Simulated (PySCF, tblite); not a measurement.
# C₅H₆N₂SSi: geometry, infrared bands and NMR shifts

Wanted: the infrared bands and NMR shifts of C₅H₆N₂SSi (`c1cnc2c(c1)N[SiH2]S2`), by calculation.

Computed with tblite 0.8.0 and PySCF 2.14.0, with density-fitted response routines of our own, on a single molecule in the gas phase. Atoms are numbered from 0 throughout.

### 1 Starting geometry

15 atoms, charge 0, multiplicity 1; geometry from: force field or distance geometry start.

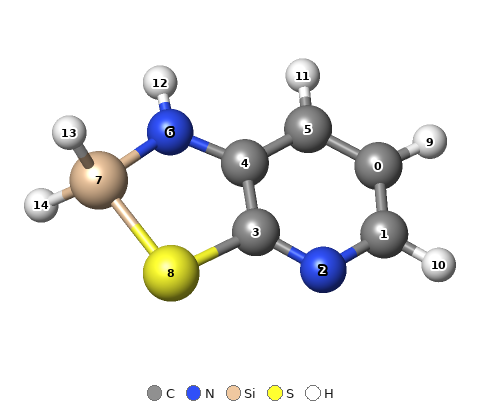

The starting geometry (carbon grey, nitrogen blue, silicon light orange, sulfur yellow, hydrogen white), atoms numbered; sticks join atoms by distance.

### 2 Geometry optimisation with GFN2-xTB

What the job is given:

```
{"job": {"kind": "relax", "xc": "GFN2-xTB", "basis": "xTB"}, "charge": 0, "multiplicity": 1}
C     -2.279600     0.301200     0.181300
C     -2.252700    -1.077000     0.033200
N     -1.103800    -1.803400    -0.100800
C      0.027100    -1.075400    -0.118900
C      0.092500     0.318900     0.030900
C     -1.096600     1.019800     0.169600
N      1.367200     0.911900    -0.008000
Si     2.727200    -0.078400    -0.188800
S      1.613400    -1.925400    -0.298300
H     -3.243400     0.812500     0.300800
H     -3.166600    -1.668700     0.045300
H     -1.102400     2.096300     0.280700
H      1.450800     1.909800     0.098300
H      3.401300     0.250700    -1.468600
H      3.561200     0.015200     1.021200
```

Run with:

```bash
OMP_NUM_THREADS=1 python probes_run.py task.json out
```

This one command runs all jobs of the session in turn.

What it wrote:

```text
step      E/eV     max force
  0    -670.44089    2.254
  1    -670.54718    0.736
  2    -670.57210    0.461
  3    -670.59253    0.344
  4    -670.59960    0.227
  5    -670.60646    0.208
  6    -670.61014    0.220
  7    -670.61497    0.167
  8    -670.61759    0.128
  9    -670.61898    0.108
 10    -670.61988    0.086
 11    -670.62085    0.092
 12    -670.62172    0.078
 13    -670.62233    0.054
 14    -670.62268    0.051
 15    -670.62286    0.036
 16    -670.62296    0.027
 17    -670.62303    0.021
 18    -670.62310    0.020
 19    -670.62316    0.020
 20    -670.62319    0.015
 21    -670.62322    0.013
 22    -670.62325    0.012
 23    -670.62326    0.011
 24    -670.62327    0.006
```

Wall time 0.18 s (1 thread of Arm Neoverse V2, shared host).

Along the way:

| step | energy from step 0 (eV) | largest force (eV/Å) |
| --- | --- | --- |
| 0 | 0.0000 | 2.2540 |
| 1 | -0.1063 | 0.7364 |
| 2 | -0.1312 | 0.4612 |
| 3 | -0.1516 | 0.3439 |
| 4 | -0.1587 | 0.2272 |
| 5 | -0.1656 | 0.2077 |
| 6 | -0.1693 | 0.2196 |
| 7 | -0.1741 | 0.1673 |
| 8 | -0.1767 | 0.1280 |
| 9 | -0.1781 | 0.1078 |
| 10 | -0.1790 | 0.0859 |
| 11 | -0.1800 | 0.0919 |
| 12 | -0.1808 | 0.0782 |
| 13 | -0.1814 | 0.0539 |
| 14 | -0.1818 | 0.0507 |
| 15 | -0.1820 | 0.0357 |
| 16 | -0.1821 | 0.0266 |
| 17 | -0.1821 | 0.0212 |
| 18 | -0.1822 | 0.0202 |
| 19 | -0.1823 | 0.0195 |
| 20 | -0.1823 | 0.0151 |
| 21 | -0.1823 | 0.0126 |
| 22 | -0.1824 | 0.0118 |
| 23 | -0.1824 | 0.0107 |
| 24 | -0.1824 | 0.0058 |

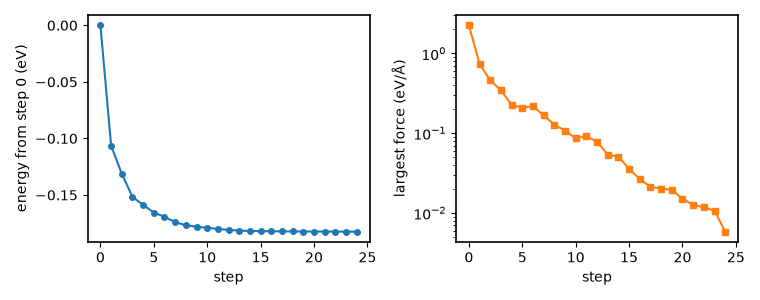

Energy and largest force along the relaxation.

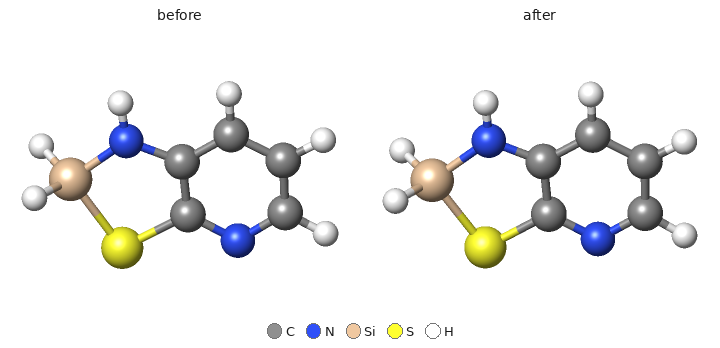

The geometry before (left) and after (right).

Close pairs (by a distance rule), those that changed most:

| bond | before (Å) | after (Å) | change (Å) |
| --- | --- | --- | --- |
| C3–S8 | 1.809 | 1.760 | -0.048 |
| C1–N2 | 1.366 | 1.325 | -0.041 |
| N2–C3 | 1.345 | 1.311 | -0.034 |
| N6–Si7 | 1.692 | 1.726 | +0.034 |
| C4–N6 | 1.406 | 1.377 | -0.030 |
| Si7–H13 | 1.483 | 1.458 | -0.025 |
| C0–H9 | 1.098 | 1.078 | -0.019 |
| Si7–H14 | 1.473 | 1.458 | -0.015 |

The end geometry stands in the next job.

### 3 Harmonic vibrations with GFN2-xTB

What the job is given:

```
{"job": {"kind": "ir", "xc": "GFN2-xTB", "basis": "xTB"}, "charge": 0, "multiplicity": 1}
C     -2.284441     0.294068     0.180436
C     -2.217589    -1.080822     0.039100
N     -1.075728    -1.738178    -0.102948
C      0.039100    -1.048228    -0.108508
C      0.096050     0.349564     0.026392
C     -1.103639     1.025576     0.174359
N      1.341802     0.935545     0.001699
Si     2.721917    -0.082726    -0.191709
S      1.571839    -1.894063    -0.294060
H     -3.234777     0.791004     0.294055
H     -3.106477    -1.695355     0.037045
H     -1.111382     2.101483     0.281868
H      1.361702     1.937099     0.100553
H      3.417205     0.175542    -1.447043
H      3.580005    -0.062521     0.986850
```

What it wrote:

```text
mode    cm-1     km/mol
  1      90.1      4.74
  2     143.1      0.82
  3     263.0      0.34
  4     315.6      7.60
  5     352.9      7.57
  6     409.7      1.63
  7     440.5     51.94
  8     459.0      7.72
  9     483.3     85.34
 10     512.3     16.28
 11     515.9      2.58
 12     537.5     32.43
 13     565.5     20.48
 14     634.7    156.81
 15     687.8     13.28
 16     687.9      6.58
 17     789.6    248.30
 18     791.7     21.71
 19     821.6     65.63
 20     885.9      0.78
 21     902.3      0.25
 22     913.1     46.19
 23    1060.8     65.31
 24    1107.2      6.25
 25    1137.5     34.81
 26    1184.0     66.19
 27    1226.0      0.84
 28    1283.5    147.90
 29    1343.7     45.25
 30    1407.1     68.04
 31    1447.0    145.79
 32    1553.9      1.38
 33    1567.2     60.27
 34    2281.8    345.60
 35    2311.7    168.14
 36    3063.1     38.62
 37    3072.8     21.15
 38    3099.9     47.15
 39    3469.8      1.33
```

It took 0.55 s on 1 thread of Arm Neoverse V2, shared host.

Which atoms move in the most intense modes:

```csv
cm⁻¹,km/mol,atoms
483,85.3,"H12 36 %, H14 25 %, H13 24 %"
635,156.8,"H13 39 %, H14 39 %"
790,248.3,"H13 46 %, H14 46 %"
1284,147.9,"C5 21 %, C4 17 %, C1 17 %"
1407,68.0,"C4 24 %, N2 24 %, C3 17 %"
1447,145.8,"C4 27 %, C1 21 %, C0 12 %, N2 11 %"
2282,345.6,"H13 49 %, H14 46 %"
2312,168.1,"H14 50 %, H13 48 %"
```

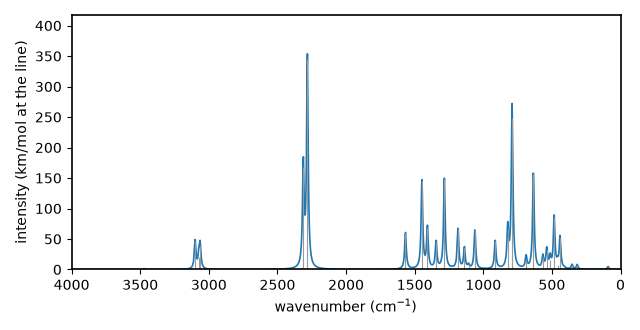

The infrared spectrum from these modes, unscaled. Lines are broadened to a width of 14 cm⁻¹ (Lorentzian).

### 4 NMR shieldings: PBE0/pcSseg-1

Same as in step 3 but for these lines:

```diff
@@ -1,2 +1,2 @@
-{"job": {"kind": "ir", "xc": "GFN2-xTB", "basis": "xTB"}, "charge": 0, "multiplicity": 1}
+{"job": {"kind": "nmr", "xc": "PBE0", "basis": "pcSseg-1"}, "charge": 0, "multiplicity": 1}
 C     -2.284441     0.294068     0.180436
```

With the program's defaults for keys left out, this is: GIAO PBE0/pcSseg-1 NMR shielding, non-relativistic, gas phase.

What it wrote:

```text
coarse grid: 14528 points
cycle   1  E = -990.6000905937  dE =  1.827e+00  |g| = 4.409e-01  |ddm| = 4.121e+00
cycle   2  E = -990.5732932500  dE =  2.680e-02  |g| = 5.740e-01  |ddm| = 1.288e+00
cycle   3  E = -990.6488180775  dE = -7.552e-02  |g| = 1.135e-01  |ddm| = 7.401e-01
cycle   4  E = -990.6513764808  dE = -2.558e-03  |g| = 4.954e-02  |ddm| = 1.561e-01
cycle   5  E = -990.6519449995  dE = -5.685e-04  |g| = 1.254e-02  |ddm| = 6.731e-02
cycle   6  E = -990.6519823913  dE = -3.739e-05  |g| = 4.416e-03  |ddm| = 1.932e-02
cycle   7  E = -990.6519871619  dE = -4.771e-06  |g| = 1.066e-03  |ddm| = 6.171e-03
final grid: 133928 points
cycle   8  E = -990.7022208662  dE = -2.939e-05  |g| = 8.799e-03  |ddm| = 4.306e-02
cycle   9  E = -990.7022044873  dE =  1.638e-05  |g| = 1.192e-02  |ddm| = 2.485e-02
cycle  10  E = -990.7022396939  dE = -3.521e-05  |g| = 1.455e-03  |ddm| = 1.526e-02
cycle  11  E = -990.7022401850  dE = -4.911e-07  |g| = 4.163e-04  |ddm| = 1.776e-03
cycle  12  E = -990.7022402328  dE = -4.775e-08  |g| = 9.912e-05  |ddm| = 6.072e-04
cycle  13  E = -990.7022402351  dE = -2.295e-09  |g| = 3.785e-05  |ddm| = 1.376e-04
cycle  14  E = -990.7022402354  dE = -3.449e-10  |g| = 1.273e-05  |ddm| = 5.338e-05
converged SCF energy = -990.7022402354

GIAO shielding tensors (ppm)
atom      isotropic    diamagn.    paramagn.     s11        s22        s33       span
  0 C       63.266     257.145    -193.878    -45.726     58.102    177.423    223.149
  1 C       43.304     251.155    -207.851    -53.307     38.410    144.811    198.118
  2 N      -76.422     330.643    -407.065   -361.468   -155.533    287.733    649.201
  3 C       31.269     256.383    -225.114    -37.124     32.369     98.562    135.686
  4 C       41.787     256.004    -214.217    -49.238     31.533    143.067    192.305
  5 C       65.574     251.887    -186.313    -22.501     51.480    167.743    190.244
  6 N      199.785     327.138    -127.353    163.974    175.454    259.926     95.951
  7 Si     364.895     879.503    -514.607    340.932    354.636    399.118     58.186
  8 S      601.223    1057.080    -455.857    402.706    524.564    876.399    473.693
  9 H       24.822      30.334      -5.512     22.202     24.571     27.692      5.490
 10 H       23.677      29.087      -5.410     19.519     24.964     26.548      7.029
 11 H       24.817      32.122      -7.305     20.713     24.966     28.774      8.061
 12 H       28.868      34.064      -5.196     20.122     28.070     38.413     18.291
 13 H       25.526      27.762      -2.236     21.902     22.792     31.883      9.982
 14 H       25.528      27.767      -2.238     21.910     22.792     31.884      9.973
```

Wall time 34 s (1 thread of Arm Neoverse V2, shared host); peak memory 0.8 GiB.

The references, computed at this level on geometries of the same kind, shield at (ppm): ¹H TMS 31.72, ¹³C TMS 186.9, ²⁹Si TMS 349.2, ¹⁵N NH3 267.7, ³³S CS2 504. Their shielding less the atom's gives the shift. The references are single molecules in the gas phase, so shifts against H2O, NH3, PH3, H3PO4 or CFCl3 are not on the usual liquid scales and can be off by tens of ppm. Atoms listed in one row are averaged.

```
   atoms                                                 environment  σ (ppm)  δ (ppm)  δ scaled to CDCl3
      C3                              aromatic carbon bearing sulfur     31.3    155.7              145.6
      C4                            aromatic carbon bearing nitrogen     41.8    145.1              139.7
      C1                         aromatic CH next to a ring nitrogen     43.3    143.6              138.3
      C0                                                 aromatic CH     63.3    123.7              118.8
      C5                                                 aromatic CH     65.6    121.4              116.5
     H10          hydrogen on an aromatic CH next to a ring nitrogen    23.68     8.04               7.69
     H11                                  hydrogen on an aromatic CH    24.82     6.90               6.61
      H9                                  hydrogen on an aromatic CH    24.82     6.90               6.61
H13, H14  hydrogen on a silicon bonded to N, S, in a 5-membered ring    25.53     6.19                  –
     H12                        hydrogen on an aniline-type nitrogen    28.87     2.85                  –
      N2                                 pyridine-type ring nitrogen    -76.4    344.2                  –
      N6                                       aniline-type nitrogen    199.8     67.9                  –
     Si7           silicon bonded to N, S, 2 H, in a 5-membered ring    364.9    -15.7                  –
      S8                sulfur bonded to C, Si, in a 5-membered ring      601      -97                  –
```

The scaled column applies a straight-line fit of computed shieldings to shifts measured in CDCl3, with any fitted terms for Cl, Br or S neighbours (root-mean-square error 0.16 ppm for H, 1.9 ppm for C).

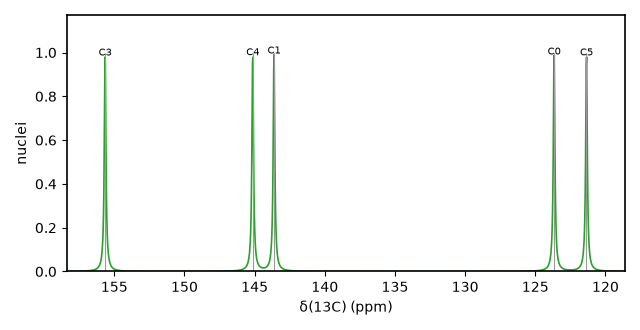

¹³C lines at the computed shifts, without couplings. Lines are broadened to a width of 0.14 ppm (Lorentzian).

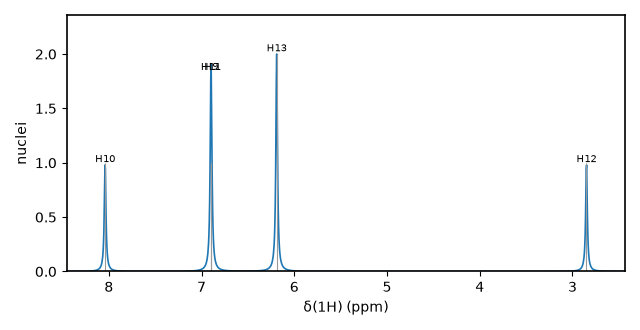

¹H lines at the computed shifts, without couplings. Lines are broadened to a width of 0.02 ppm (Lorentzian).

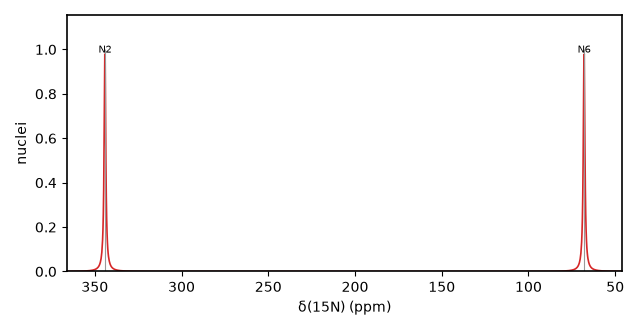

¹⁵N lines at the computed shifts, without couplings. Lines are broadened to a width of 1 ppm (Lorentzian).

The run also stored atomic charges by several schemes (e):

```
atoms  Mulliken    IAO  Hirshfeld  ESP fit
   C0     -0.17  -0.18      -0.06    -0.39
   C1      0.13  -0.04       0.00     0.20
   N2     -0.43  -0.27      -0.17    -0.45
   C3      0.02   0.00       0.03     0.33
   C4      0.17   0.09       0.04     0.16
   C5      0.02  -0.18      -0.06    -0.06
   N6     -0.65  -0.62      -0.21    -0.84
  Si7      0.75   0.85       0.37     0.83
   S8     -0.14  -0.10      -0.07    -0.30
```

Mulliken charges:

C0 -0.17; C1 0.13; N2 -0.43; C3 0.02; C4 0.17; C5 0.02; N6 -0.65; Si7 0.75; S8 -0.14; H9 0.09; H10 0.10; H11 0.09; H12 0.19; H13 -0.08; H14 -0.08

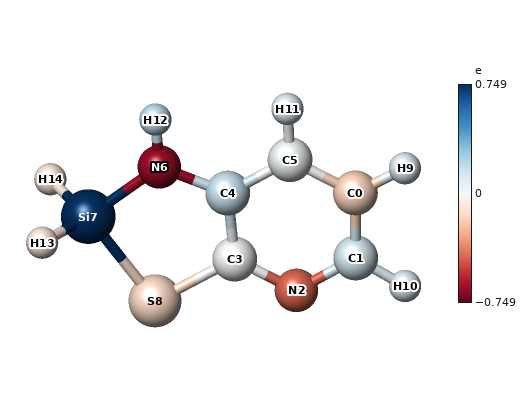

Mulliken charges, as colours on the atoms.

Mayer bond orders: C0–C1 1.42, C1–N2 1.46, N2–C3 1.53, C3–C4 1.13, C4–C5 1.39, C4–N6 1.06, N6–Si7 0.96, Si7–S8 0.97, C5–C0 1.42, S8–C3 1.11.

Ring of atoms C0, C1, N2, C3, C4, C5: NICS(0) -7.7, NICS(1) -10.2, NICS(1)zz -24.1 ppm (means of both faces).

Ring of atoms C3, C4, N6, Si7, S8: NICS(0) -4.7, NICS(1) -2.9, NICS(1)zz -1.0 ppm (means of both faces).

### 5 Summary of results

| quantity | value |
| --- | --- |
| strongest single infrared mode (GFN2-xTB) | 2282 cm⁻¹, 346 km/mol |
| zero-point energy (GFN2-xTB) | 62.6 kcal/mol |
| ¹³C shifts against TMS (PBE0/pcSseg-1) | 155.7, 145.1, 143.6, 123.7, 121.4 ppm |
| ¹H shifts against TMS (PBE0/pcSseg-1, means over atoms taken as alike) | 8.04, 6.90, 6.90, 6.19, 2.85 ppm |
| ¹⁵N shifts against NH3 (PBE0/pcSseg-1) | 344.2, 67.9 ppm |
| ²⁹Si shifts against TMS (PBE0/pcSseg-1) | -15.7 ppm |
| ³³S shifts against CS2 (PBE0/pcSseg-1) | -97 ppm |

In words: Relaxing lowered the energy by 0.182 eV in 24 steps; the close pair that moved most is C3–S8, from 1.809 to 1.760 Å. All 39 modes are real, so the xTB geometry is a minimum. The strongest single mode, at 2282 cm⁻¹, moves mainly H13 and H14. GFN2-xTB is a fitted tight-binding method: band positions and strengths are rough. Its intensities can rank the bands wrongly. At PBE0/pcSseg-1: The widest tensor belongs to N2: span 649 ppm, with a paramagnetic part of -407 ppm. NICS(1)zz of -24 ppm above the planar ring from C0 marks a diatropic (aromatic) ring current.
